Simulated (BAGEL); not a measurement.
# Si2NH6 (SMILES N[SiH][SiH3]): ROHF/6-31G(d) (density fitting with qzvpp-jkfit, spherical functions)

Aim: the vertical doublet–quartet gap of Si2NH6 at ROHF/6-31G* (density fitting with qzvpp-jkfit, spherical functions), from 2 runs. 

The calculation is run with BAGEL 1.2.2.

1 further run of the same task is left out (set aside as unsound or not needed). Runs told in other sessions of the task aren't counted.

## (1) The structure to begin with

Si2NH6 has 9 atoms, charge 0, and is taken as a doublet. SMILES: `N[SiH][SiH3]`. Geometry: relaxed at PBE0-D4/def2-TZVP. This is one conformer, not always the lowest.

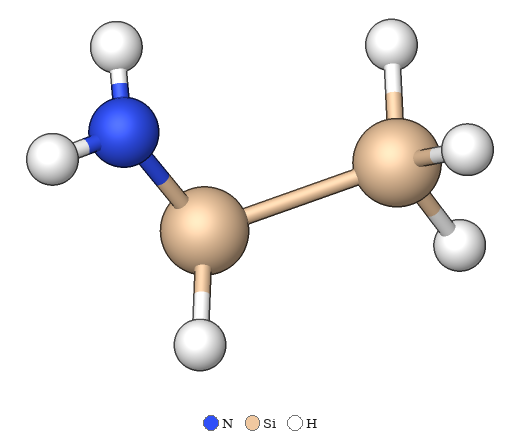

Viewed from a chosen angle; nitrogen blue, silicon light orange, hydrogen white.

## (2) A single-point energy at ROHF/6-31G(d) (density fitting with qzvpp-jkfit, spherical functions)

File job.json:

```json
{ "bagel" : [

{
  "title" : "molecule",
  "basis" : "6-31gs.json",
  "df_basis" : "qzvpp-jkfit",
  "angstrom" : true,
  "geometry" : [
    { "atom" : "N", "xyz" : [   -0.800100,    0.840300,   -1.401300 ] },
    { "atom" : "Si", "xyz" : [   -0.412600,    0.902100,    0.278900 ] },
    { "atom" : "Si", "xyz" : [    0.627800,   -1.077000,    0.962500 ] },
    { "atom" : "H", "xyz" : [   -1.356700,    0.089900,   -1.777700 ] },
    { "atom" : "H", "xyz" : [   -0.920900,    1.689300,   -1.930000 ] },
    { "atom" : "H", "xyz" : [    0.461600,    2.102100,    0.448200 ] },
    { "atom" : "H", "xyz" : [    1.938500,   -1.353900,    0.307200 ] },
    { "atom" : "H", "xyz" : [   -0.282400,   -2.217000,    0.659800 ] },
    { "atom" : "H", "xyz" : [    0.833300,   -1.021900,    2.435300 ] }
  ]
},
{ "title" : "rohf", "nopen" : 1 },
{ "title" : "print", "file" : "orbitals.molden", "orbitals" : true }

]}
```

The basis set 6-31G* is read from a file made from the Basis Set Exchange's data (not shown).

Started as:

```console
$ BAGEL_NUM_THREADS=1 BAGEL job.json > job.out
```

What it wrote:

```text
* using 1 threads per process

  ===============================================================
  ===============================================================

  *** Geometry ***

  { "atom" : "N", "xyz" : [     -1.511970,      1.587937,     -2.648073 ] },
  { "atom" : "Si", "xyz" : [     -0.779701,      1.704722,      0.527045 ] },
  { "atom" : "Si", "xyz" : [      1.186370,     -2.035235,      1.818861 ] },
  { "atom" : "H", "xyz" : [     -2.563791,      0.169886,     -3.359366 ] },
  { "atom" : "H", "xyz" : [     -1.740249,      3.192314,     -3.647171 ] },
  { "atom" : "H", "xyz" : [      0.872298,      3.972393,      0.846975 ] },
  { "atom" : "H", "xyz" : [      3.663234,     -2.558500,      0.580524 ] },
  { "atom" : "H", "xyz" : [     -0.533659,     -4.189523,      1.246841 ] },
  { "atom" : "H", "xyz" : [      1.574709,     -1.931111,      4.602050 ] },

  Number of auxiliary basis functions:      441

  Since a DF basis is specified, we compute 2- and 3-index integrals:
    o Being stored without compression. Storage requirement is 0.014 GB

  Number of basis functions:       62
  Number of electrons      :       41

    * METHOD: MOLECULE                             0.15

  *** Open-shell HF ***

  === Nuclear Repulsion ===
   142.9431639326

      * DIIS with orbital gradients will be used.

  === ROHF iteration (6-31gs.json) ===
      0       -635.57321587          0.04341587           0.06
      1       -635.68528989          0.02611957           0.06
      2       -635.71962429          0.01635304           0.06
      3       -635.73978107          0.00138759           0.06
      4       -635.74038644          0.00044101           0.06
      5       -635.74057513          0.00018138           0.06
      6       -635.74062663          0.00004205           0.06
      7       -635.74065487          0.00001367           0.06
      8       -635.74065933          0.00000347           0.06
      9       -635.74066069          0.00000150           0.06
     10       -635.74066113          0.00000070           0.06
     11       -635.74066108          0.00000020           0.06
     12       -635.74066114          0.00000009           0.06
     13       -635.74066115          0.00000004           0.06
     14       -635.74066115          0.00000002           0.06
     15       -635.74066115          0.00000001           0.06
    * SCF iteration converged.

    * S^2 (ROHF) is 0.7500

    * Permanent dipole moment:
           (    0.445362,    -0.172201,     0.416944) a.u.

    * METHOD: ROHF                                 1.07

    * METHOD: PRINT                                0.01

  ===============================================================
```

It took 1.4 s on 1 thread of Arm Neoverse V2, shared host.

## (3) The quartet

File calc.json:

```json
{ "bagel" : [

{
  "title" : "molecule",
  "basis" : "6-31gs.json",
  "df_basis" : "qzvpp-jkfit",
  "angstrom" : true,
  "geometry" : [
    { "atom" : "N", "xyz" : [      -0.800100,       0.840300,      -1.401300 ] },
    { "atom" : "Si", "xyz" : [      -0.412600,       0.902100,       0.278900 ] },
    { "atom" : "Si", "xyz" : [       0.627800,      -1.077000,       0.962500 ] },
    { "atom" : "H", "xyz" : [      -1.356700,       0.089900,      -1.777700 ] },
    { "atom" : "H", "xyz" : [      -0.920900,       1.689300,      -1.930000 ] },
    { "atom" : "H", "xyz" : [       0.461600,       2.102100,       0.448200 ] },
    { "atom" : "H", "xyz" : [       1.938500,      -1.353900,       0.307200 ] },
    { "atom" : "H", "xyz" : [      -0.282400,      -2.217000,       0.659800 ] },
    { "atom" : "H", "xyz" : [       0.833300,      -1.021900,       2.435300 ] }
  ]
},

{
  "title" : "rohf",
  "nopen" : 3
},

{
  "title" : "print",
  "file" : "orbitals.molden",
  "orbitals" : true
}

]}
```

The basis set 6-31G* is read from a file made from the Basis Set Exchange's data (not shown).

Started as:

```console
$ BAGEL_NUM_THREADS=1 BAGEL calc.json > calc.out
```

What it wrote:

```text
* using 1 threads per process

  ===============================================================
  ===============================================================

  *** Geometry ***

  { "atom" : "N", "xyz" : [     -1.511970,      1.587937,     -2.648073 ] },
  { "atom" : "Si", "xyz" : [     -0.779701,      1.704722,      0.527045 ] },
  { "atom" : "Si", "xyz" : [      1.186370,     -2.035235,      1.818861 ] },
  { "atom" : "H", "xyz" : [     -2.563791,      0.169886,     -3.359366 ] },
  { "atom" : "H", "xyz" : [     -1.740249,      3.192314,     -3.647171 ] },
  { "atom" : "H", "xyz" : [      0.872298,      3.972393,      0.846975 ] },
  { "atom" : "H", "xyz" : [      3.663234,     -2.558500,      0.580524 ] },
  { "atom" : "H", "xyz" : [     -0.533659,     -4.189523,      1.246841 ] },
  { "atom" : "H", "xyz" : [      1.574709,     -1.931111,      4.602050 ] },

  Number of auxiliary basis functions:      441

  Since a DF basis is specified, we compute 2- and 3-index integrals:
    o Being stored without compression. Storage requirement is 0.014 GB

  Number of basis functions:       62
  Number of electrons      :       41

    * METHOD: MOLECULE                             0.15

  *** Open-shell HF ***

  === Nuclear Repulsion ===
   142.9431639326

      * DIIS with orbital gradients will be used.

  === ROHF iteration (6-31gs.json) ===
      0       -635.21591504          0.04596726           0.06
      1       -635.33567249          0.04022998           0.06
      2       -635.40978150          0.02873868           0.06
      3       -635.48584939          0.00316825           0.07
      4       -635.49210798          0.00190595           0.06
      5       -635.49516415          0.00104856           0.06
      6       -635.49648969          0.00048178           0.06
      7       -635.49691958          0.00022419           0.06
      8       -635.49704271          0.00011796           0.06
      9       -635.49707991          0.00008116           0.06
     10       -635.49708955          0.00004695           0.06
     11       -635.49709884          0.00002409           0.07
     12       -635.49709967          0.00001262           0.07
     13       -635.49709980          0.00000642           0.06
     14       -635.49709964          0.00000365           0.06
     15       -635.49709987          0.00000229           0.06
     16       -635.49709986          0.00000152           0.06
     17       -635.49709991          0.00000096           0.06
     18       -635.49709995          0.00000060           0.06
     19       -635.49709998          0.00000033           0.06
     20       -635.49710001          0.00000022           0.06
     21       -635.49710001          0.00000014           0.06
     22       -635.49710000          0.00000010           0.06
     23       -635.49710001          0.00000006           0.06
     24       -635.49710000          0.00000003           0.06
     25       -635.49710000          0.00000001           0.07
     26       -635.49710000          0.00000001           0.06
    * SCF iteration converged.

    * S^2 (ROHF) is 3.7500

    * Permanent dipole moment:
           (    0.119343,     0.204928,     0.293778) a.u.

    * METHOD: ROHF                                 1.81

    * METHOD: PRINT                                0.01

  ===============================================================
```

It took 2.1 s on 1 thread of Arm Neoverse V2, shared host.

## (4) Results

At ROHF/6-31G* (density fitting with qzvpp-jkfit, spherical functions):

```
                                        quantity          value
                           doublet: total energy  -635.74066 Eh
                          doublet: dipole moment         1.61 D
                                   doublet: ⟨S²⟩          0.750
                           quartet: total energy  -635.49710 Eh
                          quartet: dipole moment         0.96 D
                                   quartet: ⟨S²⟩          3.750
vertical energy of the quartet above the doublet       6.628 eV
```

In words: At this shape the quartet lies 6.63 eV (639 kJ/mol) above the doublet.
